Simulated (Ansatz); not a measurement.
C2H9NOSi: geometry relaxation (part 1 of 2)

System: C2H9NOSi, SMILES CC(O)N[SiH3].
Method: RKS PBE0-D4/def2-TZVP (Ansatz 0.2.0).

The geometry: PBE-D4/def2-SVP start. Figures and captions count atoms from 1; the log counts them from 0 in places.

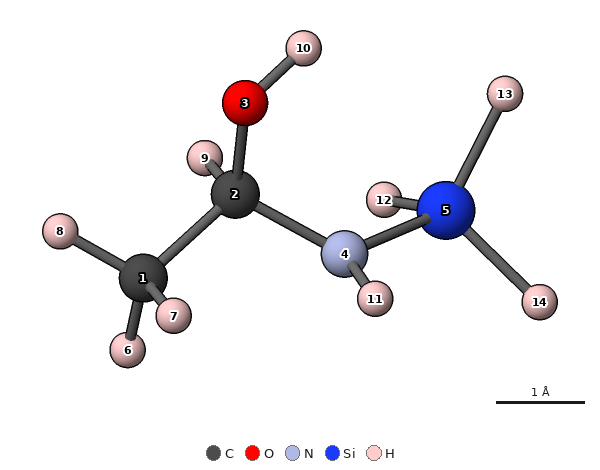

**Figure 1.** The input geometry (ball-and-stick view, seen at a tilt; atoms are numbered from 1 in the order of the input).

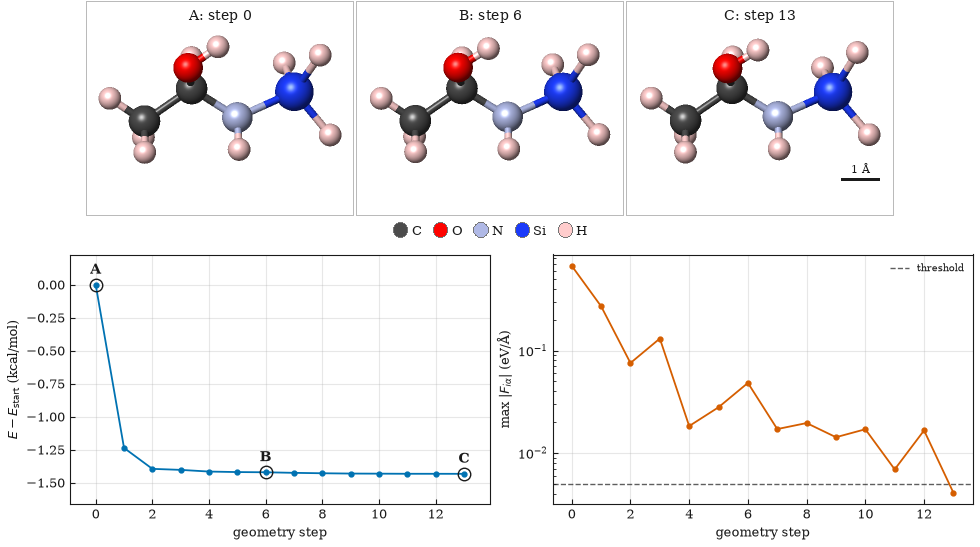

**Figure 2.** Frames of the relaxation (ball-and-stick view, seen at a tilt) above the curves, on which the letters mark them (the first geometry is step 0 here and step 1 in the log).

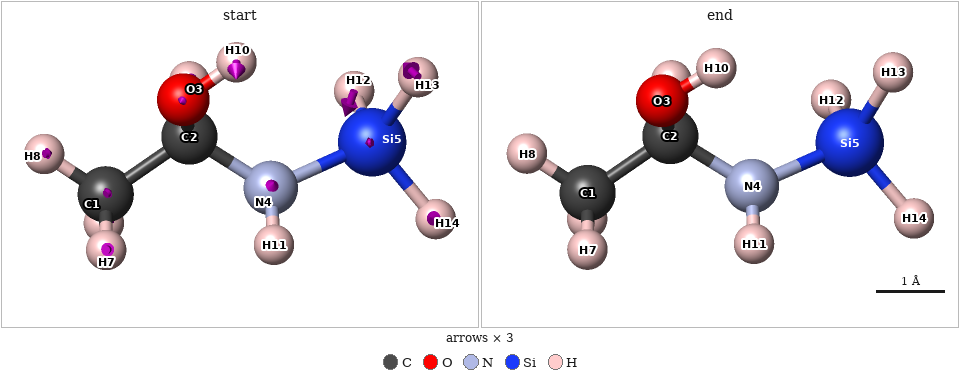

**Figure 3.** Before (left) and after (right) the relaxation, at one scale (ball-and-stick view, seen at a tilt). The pink arrows give the displacements, magnified 3 times. After 13 geometry steps the energy has fallen by 1.43 kcal/mol. Largest force component: 0.67 eV/Å at the start, 0.0041 eV/Å at the end. The largest moves after the best rigid fit, 0.15 Å, are those of H12 and H13. Largest moves by element: H 0.15 Å, N 0.07 Å, C 0.04 Å, Si 0.04 Å, O 0.03 Å. Distances before and after: N4–Si5 1.748 → 1.718 Å, Si5–H13 1.517 → 1.495 Å, C2–H9 1.120 → 1.101 Å, Si5–H14 1.502 → 1.484 Å. (Atoms are counted from 1 in the order of the input.)

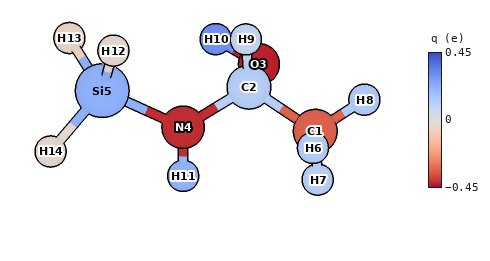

**Figure 4.** Mulliken charges, as the colour of each atom (ball-and-stick view, seen at an oblique angle; atoms are numbered from 1 in the order of the input). By element: C −0.33 to +0.11, O −0.43, N −0.41, Si +0.22 and H −0.05 to +0.30 e.

These pictures come from the run below.

Input file:
```yaml
crystal:
  periodic: [false, false, false]
  atoms:
    - {symbol: C, position_ang: [-1.897893, 0.479990, 0.433323]}
    - {symbol: C, position_ang: [-0.382987, 0.565194, 0.295220]}
    - {symbol: O, position_ang: [0.102235, 1.022765, 1.554828]}
    - {symbol: N, position_ang: [0.182269, -0.702697, -0.123862]}
    - {symbol: Si, position_ang: [1.661945, -0.873989, -1.039512]}
    - {symbol: H, position_ang: [-2.358778, 0.171163, -0.523555]}
    - {symbol: H, position_ang: [-2.158757, -0.263971, 1.214608]}
    - {symbol: H, position_ang: [-2.314564, 1.457192, 0.744513]}
    - {symbol: H, position_ang: [-0.127955, 1.301918, -0.509150]}
    - {symbol: H, position_ang: [1.072922, 1.085773, 1.481475]}
    - {symbol: H, position_ang: [-0.088979, -1.476186, 0.492672]}
    - {symbol: H, position_ang: [1.557586, -0.029048, -2.280504]}
    - {symbol: H, position_ang: [2.927943, -0.438849, -0.326347]}
    - {symbol: H, position_ang: [1.811913, -2.328455, -1.385108]}
basis:
  gaussian: {orbitals: def2-TZVP}
hamiltonian: {xc: pbe0, dispersion: d4}
relax: {f_tol: 0.005, max_steps: 150}
```

Run as:
```bash
ansatz run in.yaml --threads 4 --pin off --events-out ev --progress --plain --max-ram 10444MiB
```

Log:
```
Functional definition: PBE0
  name "PBE0"
  cite "Adamo & Barone, J. Chem. Phys. 110, 6158 (1999) doi:10.1063/1.478522"
  cite "Perdew, Burke & Ernzerhof, Phys. Rev. Lett. 77, 3865 (1996) doi:10.1103/PhysRevLett.77.3865"
  parent pbe
  parameter a = 0.25
  parameter kappa = 0.804
  parameter beta = 0.06672455060314922
  exchange = (1 - a)*pbe_x(kappa = kappa, mu = beta*pi^2/3) + a*exact_x
  correlation = pbe_c(beta = beta)
1330 factors; their error is unknown
mean field evaluation 1: about -13618.6208 eV, gradient 7.1e1 eV
mean field evaluation 2: about -13607.6233 eV, gradient 9.9e1 eV
mean field evaluation 4: about -13628.3511 eV, gradient 4.7e0 eV
mean field evaluation 8: about -13628.4229 eV, gradient 5.2e-1 eV
mean field evaluation 16: about -13628.4233 eV, gradient 3.0e-5 eV
mean field -13628.42328367 eV, -500.8353179979 hartree, gradient 3.0e-5 eV, S^2 0.000000; 0 other end points of the search recorded, 0 dependent functions left out
the calculation of the forces begins
reference -13628.42331904 eV, -500.8353192978 hartree; 25, 25 occupied and 190, 190 virtual orbitals, 1330 factors
relax step   1: F+E_penalty+E_count = -13628.65246612 eV  Δ(F+E_penalty+E_count) = +0.000e0 eV  max|allowed force component| = 6.707e-1 eV/Å  Δτ_max = 0.0000 Å  (28 SCF iters, accepted)
these checks for a lower state are left out or cut short: starts, cluster_reference, orbital_swaps, neighbouring_geometries, increment
1330 factors; their error is unknown
mean field -13628.47551646 eV, -500.8372375173 hartree, gradient 2.4e-5 eV, S^2 0.000000; 0 other end points of the search recorded, 0 dependent functions left out
[... from here on the field's lines of each further geometry are left out, up to the last ...]
relax step   2: F+E_penalty+E_count = -13628.70607555 eV  Δ(F+E_penalty+E_count) = -5.361e-2 eV  max|allowed force component| = 2.703e-1 eV/Å  Δτ_max = 0.0394 Å  (31 SCF iters, accepted)
relax step   3: F+E_penalty+E_count = -13628.71294933 eV  Δ(F+E_penalty+E_count) = -6.874e-3 eV  max|allowed force component| = 7.551e-2 eV/Å  Δτ_max = 0.0145 Å  (33 SCF iters, accepted)
relax step   4: F+E_penalty+E_count = -13628.71328472 eV  Δ(F+E_penalty+E_count) = -3.354e-4 eV  max|allowed force component| = 1.309e-1 eV/Å  Δτ_max = 0.0234 Å  (31 SCF iters, accepted)
relax step   5: F+E_penalty+E_count = -13628.71383660 eV  Δ(F+E_penalty+E_count) = -5.519e-4 eV  max|allowed force component| = 1.831e-2 eV/Å  Δτ_max = 0.0114 Å  (31 SCF iters, accepted)
relax step   6: F+E_penalty+E_count = -13628.71400541 eV  Δ(F+E_penalty+E_count) = -1.688e-4 eV  max|allowed force component| = 2.793e-2 eV/Å  Δτ_max = 0.0126 Å  (31 SCF iters, accepted)
relax step   7: F+E_penalty+E_count = -13628.71407067 eV  Δ(F+E_penalty+E_count) = -6.526e-5 eV  max|allowed force component| = 4.827e-2 eV/Å  Δτ_max = 0.0153 Å  (33 SCF iters, accepted)
relax step   8: F+E_penalty+E_count = -13628.71425755 eV  Δ(F+E_penalty+E_count) = -1.869e-4 eV  max|allowed force component| = 1.710e-2 eV/Å  Δτ_max = 0.0178 Å  (30 SCF iters, accepted)
relax step   9: F+E_penalty+E_count = -13628.71439613 eV  Δ(F+E_penalty+E_count) = -1.386e-4 eV  max|allowed force component| = 1.958e-2 eV/Å  Δτ_max = 0.0249 Å  (30 SCF iters, accepted)
relax step  10: F+E_penalty+E_count = -13628.71449607 eV  Δ(F+E_penalty+E_count) = -9.994e-5 eV  max|allowed force component| = 1.424e-2 eV/Å  Δτ_max = 0.0297 Å  (30 SCF iters, accepted)
relax step  11: F+E_penalty+E_count = -13628.71452922 eV  Δ(F+E_penalty+E_count) = -3.315e-5 eV  max|allowed force component| = 1.703e-2 eV/Å  Δτ_max = 0.0293 Å  (30 SCF iters, accepted)
relax step  12: F+E_penalty+E_count = -13628.71456661 eV  Δ(F+E_penalty+E_count) = -3.739e-5 eV  max|allowed force component| = 6.915e-3 eV/Å  Δτ_max = 0.0055 Å  (31 SCF iters, accepted)
relax step  13: F+E_penalty+E_count = -13628.71457240 eV  Δ(F+E_penalty+E_count) = -5.794e-6 eV  max|allowed force component| = 1.659e-2 eV/Å  Δτ_max = 0.0086 Å  (31 SCF iters, accepted)
the calculation of the forces begins
reference -13628.48364899 eV, -500.8375363824 hartree; 25, 25 occupied and 190, 190 virtual orbitals, 1330 factors
relax step  14: F+E_penalty+E_count = -13628.71458314 eV  Δ(F+E_penalty+E_count) = -1.074e-5 eV  max|allowed force component| = 4.089e-3 eV/Å  Δτ_max = 0.0022 Å  (32 SCF iters, accepted)
1330 factors; their error is unknown
mean field evaluation 128: about -13628.4836 eV, gradient 7.0e-3 eV
mean field -13628.48361377 eV, -500.8375350881 hartree, gradient 2.5e-5 eV, S^2 0.000000; 1 other end points of the search recorded, 0 dependent functions left out
the calculation of the forces begins
reference -13628.48364899 eV, -500.8375363824 hartree; 25, 25 occupied and 190, 190 virtual orbitals, 1330 factors
Total energy: -13628.71461836 eV, -500.8460243501 hartree
Atom 0 at    -1.869253     0.482947     0.402797 Å, force     0.000420    -0.000631    -0.000993 eV/Å
Atom 1 at    -0.363057     0.562731     0.312717 Å, force    -0.001059     0.001376    -0.000636 eV/Å
Atom 2 at     0.084716     1.016347     1.579275 Å, force    -0.000563     0.000468     0.001100 eV/Å
Atom 3 at     0.221715    -0.689796    -0.073108 Å, force     0.004089    -0.001056    -0.002908 eV/Å
Atom 4 at     1.625908    -0.860585    -1.048832 Å, force    -0.000328    -0.000101    -0.001462 eV/Å
Atom 5 at    -2.290486     0.200798    -0.562313 Å, force    -0.000077     0.000351     0.000468 eV/Å
Atom 6 at    -2.153828    -0.265864     1.146896 Å, force     0.000080     0.000226     0.000001 eV/Å
Atom 7 at    -2.283354     1.443370     0.711567 Å, force    -0.000092    -0.000049     0.000172 eV/Å
Atom 8 at    -0.081599     1.295466    -0.459088 Å, force    -0.000263    -0.000452     0.000331 eV/Å
Atom 9 at     1.046014     1.008671     1.572426 Å, force     0.001123    -0.000656    -0.000270 eV/Å
Atom 10 at    -0.078329    -1.464241     0.500363 Å, force    -0.000917    -0.000212     0.001310 eV/Å
Atom 11 at     1.439930    -0.113674    -2.321379 Å, force    -0.000539     0.000314     0.001015 eV/Å
Atom 12 at     2.878585    -0.335080    -0.423587 Å, force    -0.001297     0.000526     0.000858 eV/Å
Atom 13 at     1.809938    -2.310292    -1.309132 Å, force    -0.000577    -0.000104     0.001015 eV/Å
Dipole moment:     0.035355    -0.115822    -0.081139 e Å
```

Trajectory as extended XYZ (Å, eV, eV/Å), 14 frames, from step=1 to step=14:
```
14
Properties=species:S:1:pos:R:3:forces:R:3 step=1 energy=-13628.65247
C    -1.8979    0.4800    0.4333   -0.1828  -0.0153   0.0926
C    -0.3830    0.5652    0.2952   -0.0949   0.0322  -0.3710
O     0.1022    1.0228    1.5548    0.6416  -0.0844  -0.4633
N     0.1823   -0.7027   -0.1239    0.3016  -0.1485   0.2200
Si    1.6619   -0.8740   -1.0395   -0.2825   0.0463   0.1571
H    -2.3588    0.1712   -0.5236    0.2467   0.1517   0.4515
H    -2.1588   -0.2640    1.2146    0.1303   0.3386  -0.3798
H    -2.3146    1.4572    0.7445    0.2166  -0.4607  -0.1631
H    -0.1280    1.3019   -0.5091   -0.1006  -0.3579   0.4902
H     1.0729    1.0858    1.4815   -0.6707  -0.0420   0.1180
H    -0.0890   -1.4762    0.4927    0.1710   0.4921  -0.3817
H     1.5576   -0.0290   -2.2805    0.0021  -0.1834   0.2764
H     2.9279   -0.4388   -0.3263   -0.3244  -0.0860  -0.1267
H     1.8119   -2.3285   -1.3851   -0.0541   0.3173   0.0799
14
Properties=species:S:1:pos:R:3:forces:R:3 step=2 energy=-13628.70608
C    -1.8874    0.4764    0.4297   -0.0261   0.0096   0.0277
C    -0.3814    0.5604    0.2859   -0.0317  -0.0449  -0.1212
O     0.1101    1.0170    1.5375    0.1930  -0.0093  -0.1466
N     0.1842   -0.7009   -0.1227    0.2205  -0.0229   0.0042
Si    1.6508   -0.8667   -1.0333   -0.2703   0.0288   0.1439
H    -2.3424    0.1728   -0.5179    0.0635   0.0426   0.1216
H    -2.1443   -0.2620    1.2008    0.0450   0.0997  -0.1135
H    -2.2968    1.4443    0.7373    0.0599  -0.1311  -0.0464
H    -0.1249    1.2908   -0.5044   -0.0507  -0.1108   0.1507
H     1.0717    1.0676    1.4711   -0.1877  -0.0089   0.0595
H    -0.0790   -1.4633    0.4927    0.0248   0.1357  -0.1104
H     1.5390   -0.0291   -2.2609    0.0150  -0.0422   0.0610
H     2.8922   -0.4286   -0.3134   -0.0662  -0.0208  -0.0427
H     1.7952   -2.3079   -1.3739    0.0110   0.0747   0.0123
14
Properties=species:S:1:pos:R:3:forces:R:3 step=3 energy=-13628.71295
C    -1.8814    0.4756    0.4277    0.0125  -0.0043   0.0034
C    -0.3799    0.5573    0.2833   -0.0129  -0.0133  -0.0100
O     0.1120    1.0191    1.5309   -0.0064   0.0027  -0.0158
N     0.1867   -0.7002   -0.1192    0.0755  -0.0022  -0.0013
Si    1.6399   -0.8647   -1.0287   -0.0510   0.0151   0.0252
H    -2.3345    0.1735   -0.5161   -0.0068  -0.0011  -0.0116
H    -2.1360   -0.2601    1.1948   -0.0091  -0.0114   0.0115
H    -2.2881    1.4397    0.7333   -0.0021   0.0105   0.0037
H    -0.1266    1.2838   -0.5025    0.0062   0.0143  -0.0128
H     1.0705    1.0611    1.4741    0.0172  -0.0023   0.0169
H    -0.0817   -1.4605    0.4892   -0.0272  -0.0085   0.0002
H     1.5319   -0.0293   -2.2528   -0.0058   0.0018  -0.0127
H     2.8785   -0.4245   -0.3156    0.0102   0.0064   0.0079
H     1.7956   -2.3002   -1.3698   -0.0004  -0.0078  -0.0044
```
